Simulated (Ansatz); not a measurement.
## SnH2 (model cell, started as rutile): a soft mode frozen in

Wanted: the energy along a soft mode of SnH2 (model cell, started as rutile) and the structure at the end.

Calculated with Ansatz 0.2.0; DFT PBE, scalar-relativistic, plane waves, PAW.

The structure was built from a prototype and need not be the compound's stable phase.

## (1) The starting structure

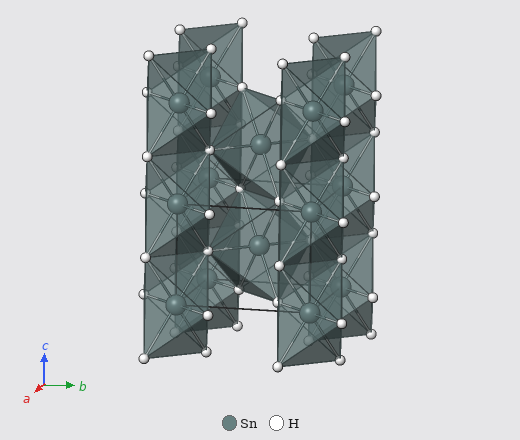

The cell as given, slightly off an axis (tin teal, hydrogen white). 1×1×2 cells are drawn. Some periodic images of atoms are drawn too.

## (2) Response at finite wavevector

The cell comes from relaxations at this level that are not shown. Stability and thermal properties need the whole zone. Linear response on a 2×2×4 q mesh gives force constants as far as a supercell of that size would.

input.yaml

```yaml
crystal:
  lattice:
    - [4.8575969519, 0.0, 0.0]
    - [0.0, 4.8575969519, 0.0]
    - [0.0, 0.0, 3.6419952209]
  atoms:
    - { symbol: Sn, position: [0.0, 0.0, 0.0] }
    - { symbol: Sn, position: [0.5, 0.5, 0.5] }
    - { symbol: H, position: [0.3110725174, 0.3110725174, 0.0] }
    - { symbol: H, position: [0.6889274826, 0.6889274826, 0.0] }
    - { symbol: H, position: [0.8110725174, 0.1889274826, 0.5] }
    - { symbol: H, position: [0.1889274826, 0.8110725174, 0.5] }
kpoints:
  mp_grid: { grid: [8, 8, 12] }
hamiltonian:
  xc: pbe
scf:
  occupations: { method: methfessel_paxton, width: 0.2 }
output:
  eigenvalues: true
phonons:
  method: dfpt
  qmesh: [2, 2, 4]
  temperatures: { t_max: 1000, t_step: 50 }
  qpath:
    path:
      - [[0.0, 0.0, 0.0], [0.0, 0.5, 0.0], [0.5, 0.5, 0.0], [0.0, 0.0, 0.0], [0.0, 0.0, 0.5], [0.0, 0.5, 0.5], [0.5, 0.5, 0.5], [0.0, 0.0, 0.5]]
      - [[0.0, 0.5, 0.0], [0.0, 0.5, 0.5]]
      - [[0.5, 0.5, 0.0], [0.5, 0.5, 0.5]]
    npoints: 10
```

Launch:

```
$ ansatz run input.yaml --threads 8 --pin off --max-ram 14336MiB --backend cpu --events-out ev --progress --plain --runs-dir out
```

Numbers of over 12 decimals in the logs are rounded to 6 here.

What it wrote:

```text
Warning: phonons: the dynamical matrix that this run interpolates holds no multipole term above the dipole-dipole one, and a site of this crystal is no centre of inversion, so its interpolated transverse optical and acoustic branches and sound speeds can stay off near Gamma, and the density of states and the thermodynamics with them. What a run solves at a wave vector of phonons.qpoints, Gamma apart, where the deck admits one, is free of this, and under fd what a larger phonons.supercell samples
Engine: ansatz 0.2.0, aarch64-unknown-linux-gnu
Pseudopotentials: kind: paw
Pseudopotential: Sn, paw, valence charge 14, recommended cutoff 420 eV (normal), Sn.paw.azcp
Pseudopotential: H, paw, valence charge 1, recommended cutoff 420 eV (normal), H.paw.azcp
Functional definition: PBE
  parameter kappa = 0.804
  parameter beta = 0.066725
  exchange = pbe_x(kappa = kappa, mu = beta*pi^2/3)
  correlation = pbe_c(beta = beta)
Crystal: 6 atoms, lattice volume = 85.937 Å³
Basis set: ecut = 420 eV, 1665 PW (Γ), exchange–correlation on 72×72×60 points (8 copies of the dense FFT grid, shifted against one another)
Bands: 22, of which v1, the nominal top of the filled ones, is band 16 counted from 1 (15 counted from 0)
Symmetry: 16 space group operations
k-points: 105 of 768
Non-local potential: Sn, projectors of the file, l = 0: 2, l = 1: 2, l = 2: 2, l = 3: 2
Non-local potential: H, projectors of the file, l = 0: 2, l = 1: 1
PAW form: soft (Blöchl's): semilocal exchange-correlation on the pseudo side does not see the compensation charge
PAW one-centre angular grid: Sn, 590 points (default); XC on 64 Gauss nodes
PAW one-centre angular grid: H, 110 points (default); XC on 64 Gauss nodes
Initial density: superposition of atomic densities (neutral atoms: chi_scale 0, normalization atom), corrected by the library's trained network
Initial wavefunctions: pseudopotential atomic-orbital guess
Functional: x = pbe(κ = 0.804, μ = 0.219515), c = pbe(β = 0.066725)
SCF iter   1: F=—  HF=-12109.071649 eV  |F-HF|=—  |Δ(HF+E_count)|=         —  Δρ=3.14e-3  dr2=1.05e-2  ethr=1.77e-3  ⟨swp⟩=5.8  Hψ=10977  notcnv=0
preconditioner: auto → Kerker (q_TF=auto, 2.314 Å⁻¹)  [metal: Δε(μ)=0.058 eV  Ē_g=18.854 eV  σ=0.200 eV  W_gap=0.24  n_scr=18 (ndim 8)  ℏωp=22.7 eV  f_vac=0.000  D(μ)=1.24/eV (n_scr^D=4)]
SCF iter   2: F=—  HF=-12109.068323 eV  |F-HF|=—  |Δ(HF+E_count)|=   3.33e-3  S|Δr|=    0.00e0  Δρ=1.62e-3  dr2=2.76e-3  ethr=3.28e-5  ⟨swp⟩=2.1  Hψ=4790  notcnv=0
SCF iter   3: F=—  HF=-12109.067769 eV  |F-HF|=—  |Δ(HF+E_count)|=   5.54e-4  S|Δr|=    0.00e0  Δρ=4.39e-4  dr2=2.60e-4  ethr=8.62e-6  ⟨swp⟩=2.2  Hψ=2716  notcnv=0
SCF iter   4: F=—  HF=-12109.067718 eV  |F-HF|=—  |Δ(HF+E_count)|=   5.15e-5  S|Δr|=    0.00e0  Δρ=2.12e-4  dr2=4.47e-5  ethr=8.14e-7  ⟨swp⟩=3.0  Hψ=4010  notcnv=0
SCF iter   5: F=—  HF=-12109.067722 eV  |F-HF|=—  |Δ(HF+E_count)|=   4.25e-6  S|Δr|=    0.00e0  Δρ=5.29e-5  dr2=1.76e-6  ethr=1.40e-7  ⟨swp⟩=2.0  Hψ=3837  notcnv=0
SCF iter   6: F=—  HF=-12109.067720 eV  |F-HF|=—  |Δ(HF+E_count)|=   1.87e-6  S|Δr|=    0.00e0  Δρ=1.40e-5  dr2=1.43e-7  ethr=5.50e-9  ⟨swp⟩=2.0  Hψ=3896  notcnv=0
SCF iter   7: F=—  HF=-12109.067720 eV  |F-HF|=—  |Δ(HF+E_count)|=   1.67e-8  S|Δr|=    0.00e0  Δρ=2.20e-6  dr2=4.77e-9  ethr=4.46e-10  ⟨swp⟩=2.0  Hψ=3906  notcnv=0
SCF iter   8: F=—  HF=-12109.067720 eV  |F-HF|=—  |Δ(HF+E_count)|=   3.69e-9  S|Δr|=    0.00e0  Δρ=9.01e-7  dr2=9.23e-10  ethr=1.49e-11  ⟨swp⟩=2.0  Hψ=2912  notcnv=0
SCF iter   9: F=—  HF=-12109.067720 eV  |F-HF|=—  |Δ(HF+E_count)|=  5.46e-11  S|Δr|=    0.00e0  Δρ=1.31e-7  dr2=2.67e-11  ethr=2.89e-12  ⟨swp⟩=2.0  Hψ=3903  notcnv=0
SCF iter  10: F=-12109.067720 eV  HF=-12109.067720 eV  |F-HF|=1.09e-11  |Δ(HF+E_count)|=  1.46e-11  S|Δr|=    0.00e0  Δρ=3.40e-8  dr2=1.30e-12  ethr=1.00e-12  ⟨swp⟩=8.3  Hψ=10693  notcnv=0
SCF 1 converged in 10 iterations: F = -12109.067720 eV  dr2 = 1.30e-12
  greatest PAW one-centre occupation: 0.992 electrons in one spin orbital (limit 2), on the Sn atom at site 1 (counted from 0), in its partial waves of l = 2
Initial density: read from a saved state, or passed on in memory by an earlier SCF of this step, an earlier step, the calling program or the single point that the run made first
iter 1 solved again at ethr=3.11e-7 eV; its pass at ethr=3.10e-3 eV (dr2=9.95e-5 eV) is discarded
SCF iter   1: F=—  HF=-12109.067721 eV  |F-HF|=—  |Δ(HF+E_count)|=         —  Δρ=2.23e-6  dr2=3.76e-9  ethr=3.11e-7  ⟨swp⟩=2.8  Hψ=16418  notcnv=0
eigensolver tolerance schedule: the retry pair's looser diagonalisation over-reported the residual by 26461.20 of it (diagonalisation noise at an unbounded share of the residual, at the tolerance the schedule requests for it); recorded, not acted on — ethr = c·dr2/N_el stays at c = 1.0e-1
preconditioner: auto → Kerker (q_TF=auto, 2.314 Å⁻¹)  [metal: Δε(μ)=0.025 eV  Ē_g=18.828 eV  σ=0.200 eV  W_gap=0.11  n_scr=18 (ndim 8)  ℏωp=22.7 eV  f_vac=0.000  D(μ)=1.25/eV (n_scr^D=4)]
SCF iter   2: F=—  HF=-12109.067720 eV  |F-HF|=—  |Δ(HF+E_count)|=   1.26e-6  S|Δr|=    0.00e0  Δρ=1.14e-6  dr2=8.13e-10  ethr=1.17e-11  ⟨swp⟩=4.3  Hψ=5869  notcnv=0
SCF iter   3: F=—  HF=-12109.067720 eV  |F-HF|=—  |Δ(HF+E_count)|=  1.46e-10  S|Δr|=    0.00e0  Δρ=7.48e-7  dr2=3.70e-10  ethr=2.54e-12  ⟨swp⟩=1.0  Hψ=2310  notcnv=0
SCF iter   4: F=—  HF=-12109.067720 eV  |F-HF|=—  |Δ(HF+E_count)|=  9.46e-11  S|Δr|=    0.00e0  Δρ=3.39e-7  dr2=8.54e-11  ethr=1.15e-12  ⟨swp⟩=1.0  Hψ=2314  notcnv=0
SCF iter   5: F=—  HF=-12109.067720 eV  |F-HF|=—  |Δ(HF+E_count)|=  2.73e-11  S|Δr|=    0.00e0  Δρ=2.27e-7  dr2=3.91e-11  ethr=1.00e-12  ⟨swp⟩=1.0  Hψ=2310  notcnv=0
SCF iter   6: F=—  HF=-12109.067720 eV  |F-HF|=—  |Δ(HF+E_count)|=  9.09e-12  S|Δr|=    0.00e0  Δρ=1.30e-7  dr2=1.29e-11  ethr=1.00e-12  ⟨swp⟩=1.0  Hψ=2310  notcnv=0
SCF iter   7: F=-12109.067720 eV  HF=-12109.067720 eV  |F-HF|=3.64e-12  |Δ(HF+E_count)|=  1.82e-12  S|Δr|=    0.00e0  Δρ=1.10e-7  dr2=9.15e-12  ethr=1.00e-12  ⟨swp⟩=1.8  Hψ=3021  notcnv=0
SCF 2 converged in 7 iterations: F = -12109.067720 eV  dr2 = 9.15e-12
phonons: the bands overlap, so this run is a metal and interpolates without the dipole-dipole term. If the crystal is really an insulator or semiconductor, its LO-TO splitting is missing
NSCF: frozen V_eff on 105 k-points
NSCF: frozen V_eff on 238 k-points
DFPT response loops at q = (0, 0, 0) (fractional): preconditioner auto → Kerker (q_TF=auto, 2.314 Å⁻¹) (partly filled bands, converged f_vac=0.000); β = 1.00, the filter's whole step (`scf.mixing.beta` (0.50) is not read by the response loops under this deck's `scf.mixing.preconditioner`; to damp them name `kerker` or `kerker_dos`, under which they read `scf.mixing.beta`, and type it under 1.00, their step now; both keys bind the ground state too); Broyden in place of MSR1
NSCF: frozen V_eff on 816 k-points
DFPT response loops at q = (0, 0, 0.25) (fractional): mixed as the last ones told, above
NSCF: frozen V_eff on 476 k-points
DFPT response loops at q = (0, 0, -0.5) (fractional): mixed as the last ones told, above
NSCF: frozen V_eff on 476 k-points
DFPT response loops at q = (0, -0.5, 0) (fractional): mixed as the last ones told, above
NSCF: frozen V_eff on 816 k-points
DFPT response loops at q = (0, -0.5, 0.25) (fractional): mixed as the last ones told, above
NSCF: frozen V_eff on 476 k-points
DFPT response loops at q = (0, -0.5, -0.5) (fractional): mixed as the last ones told, above
NSCF: frozen V_eff on 476 k-points
DFPT response loops at q = (-0.5, -0.5, 0) (fractional): mixed as the last ones told, above
NSCF: frozen V_eff on 816 k-points
DFPT response loops at q = (-0.5, -0.5, 0.25) (fractional): mixed as the last ones told, above
NSCF: frozen V_eff on 476 k-points
DFPT response loops at q = (-0.5, -0.5, -0.5) (fractional): mixed as the last ones told, above
SCF converged after 10 iterations
Stability not checked: this state was not tested for a lower state beside it, because cold or Methfessel-Paxton smearing, or corrected tetrahedra, fill the levels in a way that the test cannot read (fill_not_monotonic; see scf.lower_state_search)
Free energy (F): -12109.067720 eV
Harris-Foulkes:  -12109.067720 eV  (|F-HF|=1.09e-11)
Internal energy: -12109.069345 eV  (E = F + TS)
E sigma→0 (E₀):  -12109.068126 eV
Entropy (-TS):   0.001625 eV (0.271 meV/atom)
Fermi energy:    6.895419 eV
--- Per-component energies (eV) ---
  E_band       = -282.055523
  E_kinetic    = 421.490338
  E_local      = -2210.347008  (includes V_loc(G=0)·N_el)
  E_nonlocal   = -60.262016
  E_hartree    = 1254.335674
  E_xc         = -800.154407
  E_vxc        = -236.766980  (∫ρ·V_xc dr)
  E_paw        = -8269.598129  (= ΣΔE_a)
  E_vpaw       = -704.836983  (= ΣTr[D̂ρ^β])
  E_aug_tail   = -0.004216  (compensation charges beyond the density's cutoff)
  E_ewald      = -2444.529580
  E_smearing   = 0.001625  (= −TS)
  E_closure    = 0.000000  (closes the sum)
  Σ components = -12109.067720   (vs F -12109.067720, Δ=0.00e0)
--- Band table (eV; the first three rows and the last of 105) ---
  k-point 0: bands = [... 12 lower, 1.4516, 1.4516, 4.8987, 8.2632, 8.8632, 9.2457, 9.2457, 11.3586, ... 2 higher]
  k-point 1: bands = [... 12 lower, 1.5200, 1.5200, 4.3957, 8.5324, 8.9366, 9.2945, 9.2945, 9.9684, ... 2 higher]
  k-point 2: bands = [... 12 lower, 1.7182, 1.7182, 3.3133, 8.3856, 9.0210, 9.1570, 9.3599, 9.3599, ... 2 higher]
  k-point 104: bands = [... 12 lower, 1.7839, 1.7839, 2.1277, 2.1277, 5.7684, 5.7684, 12.2162, 12.2162, ... 2 higher]
--- Phonons (Γ-DFPT): 4 representative perturbations + reference (Σ response iterations 12) ---
  ASR residual: 2.403e-5 → 0.000e0 eV/Å²; symmetrization residual: 5.512e-7 eV/Å²
  ASR residual per site (eV/Å²): 2.40e-5 2.40e-5 2.87e-6 2.87e-6 2.87e-6 2.87e-6
  Γ frequencies (cm⁻¹): -557.38 -342.61 0.00 0.00 0.00 72.08 97.54 97.54 237.18 237.18 265.76 450.48 450.48 570.75 570.75 621.38 658.08 976.83
--- Phonons (arbitrary-q DFPT): 9 irreducible q on the 2×2×4 mesh ---
  q = [0.0000, 0.0000, 0.0000] (star 1, of the zone-centre solve; hermiticity 2.91e-7, symmetrization 8.05e-12): -557.38 -342.61 -0.00 0.00 0.00 72.08 97.54 97.54 237.18 237.18 265.76 450.48 450.48 570.75 570.75 621.38 658.08 976.83
  q = [0.0000, 0.0000, 0.2500] (star 2, 4 solved perturbations in 1320 linear systems a pass and spin channel, the states on 408 of 768 k-point pairs; hermiticity 2.40e-7, symmetrization 1.41e-11): -463.02 -426.38 -426.38 -289.81 34.96 34.96 92.36 110.22 110.47 110.47 265.28 420.35 420.35 568.35 568.76 568.76 689.70 956.75
  q = [0.0000, 0.0000, -0.5000] (star 1, 4 solved perturbations in 770 linear systems a pass and spin channel, the states on 238 of 768 k-point pairs; hermiticity 1.19e-7, symmetrization 6.40e-12): -804.78 -804.78 65.52 65.52 75.38 75.38 136.05 136.05 140.10 140.10 344.47 344.47 475.02 475.02 552.75 552.75 825.68 825.68
  q = [0.0000, -0.5000, 0.0000] (star 2, 6 solved perturbations on 238 of 768 k-point pairs; hermiticity 3.94e-7, symmetrization 7.37e-13): -345.82 -345.82 40.36 40.36 53.02 53.02 73.98 73.98 225.91 225.91 361.79 361.79 540.61 540.61 586.54 586.54 798.23 798.23
  q = [0.0000, -0.5000, 0.2500] (star 4, 6 solved perturbations on 408 of 768 k-point pairs; hermiticity 4.16e-7, symmetrization 8.71e-13): -382.68 -382.68 41.33 41.33 55.46 55.46 108.40 108.40 277.13 277.13 365.07 365.07 522.24 522.24 564.92 564.92 841.59 841.59
  q = [0.0000, -0.5000, -0.5000] (star 2, 6 solved perturbations on 238 of 768 k-point pairs; hermiticity 1.94e-7, symmetrization 9.28e-13): -722.06 -722.06 -30.22 -30.22 66.47 66.47 115.88 115.88 323.21 323.21 347.27 347.27 463.81 463.81 472.40 472.40 887.64 887.64
  q = [-0.5000, -0.5000, 0.0000] (star 1, 4 solved perturbations in 770 linear systems a pass and spin channel, the states on 238 of 768 k-point pairs; hermiticity 2.93e-7, symmetrization 1.69e-11): -442.86 -442.86 -4.79 -4.79 43.60 43.60 78.02 78.02 233.57 233.57 382.39 382.39 463.00 463.00 522.24 522.24 870.99 870.99
  q = [-0.5000, -0.5000, 0.2500] (star 2, 4 solved perturbations in 1320 linear systems a pass and spin channel, the states on 408 of 768 k-point pairs; hermiticity 3.24e-7, symmetrization 5.79e-12): -358.21 -358.21 -325.14 -325.14 48.64 48.64 94.39 94.39 95.43 95.43 429.51 429.51 461.99 461.99 551.23 551.23 843.48 843.48
  q = [-0.5000, -0.5000, -0.5000] (star 1, 4 solved perturbations in 770 linear systems a pass and spin channel, the states on 238 of 768 k-point pairs; hermiticity 2.26e-7, symmetrization 1.67e-12): -793.57 -793.57 48.94 48.94 81.22 81.22 129.73 129.73 256.85 256.85 412.53 412.53 501.86 501.86 534.90 534.90 838.34 838.34
  sum rule: each row above includes the acoustic sum rule's correction from the zone centre's row sums; it moved no ω² by more than (0.96 cm⁻¹)²
  mesh force constants: q→R imaginary residual 1.40e-17; ASR residual 2.403e-5 → 0.000e0 eV/Å²; symmetrization residual 3.553e-15 eV/Å²
  interpolated dispersion: 93 rows × 18 modes
  density of states and harmonic sums: on the 14×14×20 q-mesh, interpolated from the force constants of a 2×2×4 supercell (no non-analytic term)
  largest difference from the sums on the solved wave vectors: F 3.41e-2 eV, S 3.26e-5 and C_V 8.23e-6 eV/K
  zero-point energy: 0.325762 eV/cell   skipped modes (ω ≤ 0): 1209, of them read as no rigid motion or as one in doubt: 1206 (3.085e0 modes/cell left out, lowest -804.78 cm⁻¹)   left out of the sums: 1.71e-1 of the cell's modes: C_V's classical limit lies that fraction below 3 k_B per atom; for a crystal, a wire or a layer, F and S can be off by more, and a phonons.interpolated_qmesh denser along its periods is the remedy for the sampling
```

Wall time 8.1 min (8 threads of Arm Neoverse N1, shared host); peak memory 2.1 GiB; 62 min of CPU time.

Reading the cycles: dr2 is the Hartree energy of the density residual (eV), the measure of convergence; HF is the Harris–Foulkes estimate of the energy, which meets the free energy F at convergence.

Numbers from this step:

- volume per atom: 14.32 Å³
- gap on the k-mesh: 0 eV
- sum-rule residual before enforcement: 2.40e-5 eV/Å²
- lowest frequency on the path: -804.8 cm⁻¹
- point group: 4/mmm
- highest frequency on the path or at a solved wavevector: 976.8 cm⁻¹
- highest optical mode at the zone centre (no LO-TO term): 976.8 cm⁻¹
- lowest optical zone-centre mode: -557.4 cm⁻¹
- lowest mode on the q mesh (acoustic modes at Γ apart): -804.8 cm⁻¹

Frequencies (cm⁻¹) solved at each irreducible wavevector; negative means imaginary. Frequencies by wavevector, by row:

| q in reciprocal lattice units | star | mode 1 | mode 2 | mode 3 | mode 4 | mode 16 | mode 17 | mode 18 |
| --- | --- | --- | --- | --- | --- | --- | --- | --- |
| 0 0 0 | 1 | -557.4 | -342.6 | 0 | 0 | 621.4 | 658.1 | 976.8 |
| 0 0 0.25 | 2 | -463 | -426.4 | -426.4 | -289.8 | 568.8 | 689.7 | 956.8 |
| 0 0 -0.5 | 1 | -804.8 | -804.8 | 65.5 | 65.5 | 552.8 | 825.7 | 825.7 |
| 0 -0.5 0 | 2 | -345.8 | -345.8 | 40.4 | 40.4 | 586.5 | 798.2 | 798.2 |
| 0 -0.5 0.25 | 4 | -382.7 | -382.7 | 41.3 | 41.3 | 564.9 | 841.6 | 841.6 |
| 0 -0.5 -0.5 | 2 | -722.1 | -722.1 | -30.2 | -30.2 | 472.4 | 887.6 | 887.6 |
| -0.5 -0.5 0 | 1 | -442.9 | -442.9 | -4.8 | -4.8 | 522.2 | 871 | 871 |
| -0.5 -0.5 0.25 | 2 | -358.2 | -358.2 | -325.1 | -325.1 | 551.2 | 843.5 | 843.5 |
| -0.5 -0.5 -0.5 | 1 | -793.6 | -793.6 | 48.9 | 48.9 | 534.9 | 838.3 | 838.3 |

Interpolated from a 2×2×4 q mesh. The phonon branches at the labelled points (cm⁻¹):

| point | branch 1 | branch 2 | branch 3 | branch 4 | branch 15 | branch 16 | branch 17 | branch 18 |
| --- | --- | --- | --- | --- | --- | --- | --- | --- |
| Γ | -557 | -343 | 0 | 0 | 571 | 621 | 658 | 977 |
| X | -346 | -346 | 40 | 40 | 586 | 586 | 798 | 798 |
| M | -443 | -443 | -5 | -5 | 522 | 522 | 871 | 871 |
| Γ | -557 | -343 | 0 | 0 | 571 | 621 | 658 | 977 |
| Z | -805 | -805 | 66 | 66 | 553 | 553 | 826 | 826 |
| R | -722 | -722 | -30 | -30 | 472 | 472 | 888 | 888 |
| A | -794 | -794 | 49 | 49 | 535 | 535 | 838 | 838 |
| Z | -805 | -805 | 66 | 66 | 553 | 553 | 826 | 826 |
| jump to X | -346 | -346 | 40 | 40 | 586 | 586 | 798 | 798 |
| R | -722 | -722 | -30 | -30 | 472 | 472 | 888 | 888 |
| jump to M | -443 | -443 | -5 | -5 | 522 | 522 | 871 | 871 |
| A | -794 | -794 | 49 | 49 | 535 | 535 | 838 | 838 |

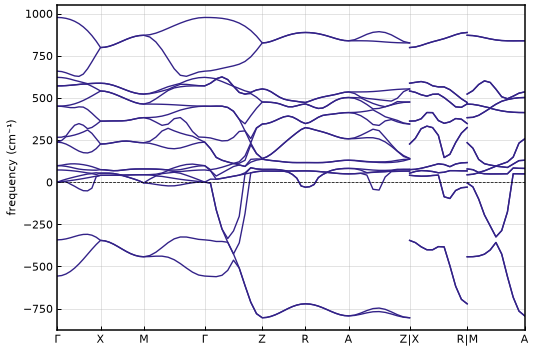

Phonon branches along the path.

Symmetry leaves 9 wavevectors to solve. The lowest mode among them, the acoustic zeros apart, lies at q = (0, 0, -0.5) and is imaginary, 804.8i cm⁻¹, so the energy falls along it.

## (3) The mode frozen in, largest atomic shift 0 Å

The mode followed lies at q = (-0.5, -0.5, -0.5) with frequency 793.6i cm⁻¹ and is 2-fold degenerate, one of the unstable modes though not the softest. At small amplitude the distorted cell has space group no. 74 by a symmetry search on the positions. The undistorted cell that holds it gives the zero of energy on the same k mesh.

System of this step: SnH2 (model cell, started as rutile). Symmetry: P4_2/mnm, No. 136, tetragonal system. The conventional cell has a = 4.858 Å, b = 4.858 Å, c = 3.642 Å, α = 90.00°, β = 90.00°, γ = 90.00°. Sn has 6 H at 2.14 to 2.24 Å nearest. H has 3 Sn at 2.14 to 2.24 Å nearest. Farther neighbours are not listed.

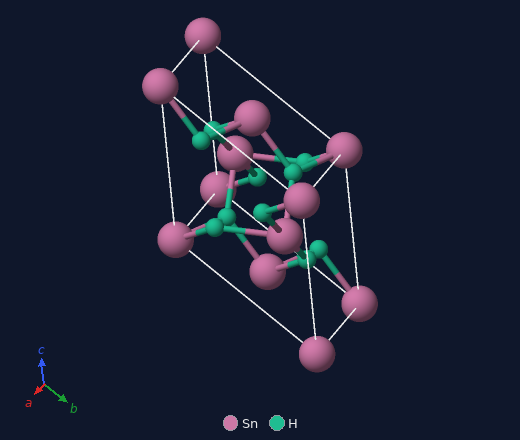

The cell of this step (tin pink, hydrogen teal). Bonds to atoms that aren't drawn are left out. Some periodic images of atoms are drawn too.

input.yaml

```yaml
crystal:
  lattice:
    - [4.8575969519, 0.0, 3.6419952209]
    - [4.8575969519, 0.0, -3.6419952209]
    - [0.0, 4.8575969519, 3.6419952209]
  atoms:
    - { symbol: Sn, position: [0.0, 0.0, 0.0] }
    - { symbol: Sn, position: [0.5, 0.5, 0.0] }
    - { symbol: Sn, position: [0.25, 0.25, 0.5] }
    - { symbol: Sn, position: [0.75, 0.75, 0.5] }
    - { symbol: H, position: [0.0, 0.3110725174, 0.3110725174] }
    - { symbol: H, position: [0.5, 0.8110725174, 0.3110725174] }
    - { symbol: H, position: [0.0, 0.6889274826, 0.6889274826] }
    - { symbol: H, position: [0.5, 0.1889274826, 0.6889274826] }
    - { symbol: H, position: [0.5610725174, 0.25, 0.1889274826] }
    - { symbol: H, position: [0.0610725174, 0.75, 0.1889274826] }
    - { symbol: H, position: [0.9389274826, 0.25, 0.8110725174] }
    - { symbol: H, position: [0.4389274826, 0.75, 0.8110725174] }
kpoints:
  mp_grid: { grid: [8, 8, 8] }
hamiltonian:
  xc: pbe
scf:
  occupations: { method: methfessel_paxton, width: 0.2 }
output:
  forces: true
  stress: true
  eigenvalues: true
```

What it wrote:

```text
[...]
Crystal: 12 atoms, lattice volume = 171.875 Å³
Basis set: ecut = 420 eV, 3329 PW (Γ), exchange–correlation on 90×90×90 points (8 copies of the dense FFT grid, shifted against one another)
Bands: 44, of which v1, the nominal top of the filled ones, is band 32 counted from 1 (31 counted from 0)
Symmetry: 32 space group operations
[...]
k-points: 59 of 512
[...]
k-point 0: bands = [... 28 lower, 2.1300, 2.1300, 4.9015, 5.7685, 5.7685, 8.2648, 8.8637, 9.2465, ... 8 higher]
  k-point 1: bands = [... 28 lower, 2.8406, 2.8406, 4.7626, 5.9329, 5.9329, 8.3545, 8.6086, 8.9817, ... 8 higher]
  k-point 2: bands = [... 28 lower, 3.8301, 3.8301, 4.4714, 6.3680, 6.3680, 7.4820, 8.6195, 9.0879, ... 8 higher]
  k-point 58: bands = [... 28 lower, 3.2074, 3.2074, 7.3240, 7.3240, 8.1228, 8.1228, 9.8881, 9.8881, ... 8 higher]
[key lines of the parts left out:]
SCF converged after 7 iterations
Free energy (F): -24218.142833 eV
Fermi energy:    6.874923 eV
P = ⅓ Tr σ = 0.0436 GPa (0.436 kbar)
```

Elapsed: 5.8 s, on 8 threads; peak memory 0.86 GiB; 44 s of CPU time.

This step gave:

```
pressure                         : 0.04361 GPa
energy from the undistorted cell : 0 meV/atom
```

The run ends at a pressure of 0.04 GPa, with forces up to 0.0039 eV/Å.

[end of part 1 of 2]

[Logs are printed without paths, hosts, clocks, repeated set-up lines and the standing remarks that a program may print on its own settings, such as how far it seeks lower states.]

[Hosts, paths, dates, database ids (printed as entryN), source tags and the programs' standing remarks are cut or masked in the printed files.]
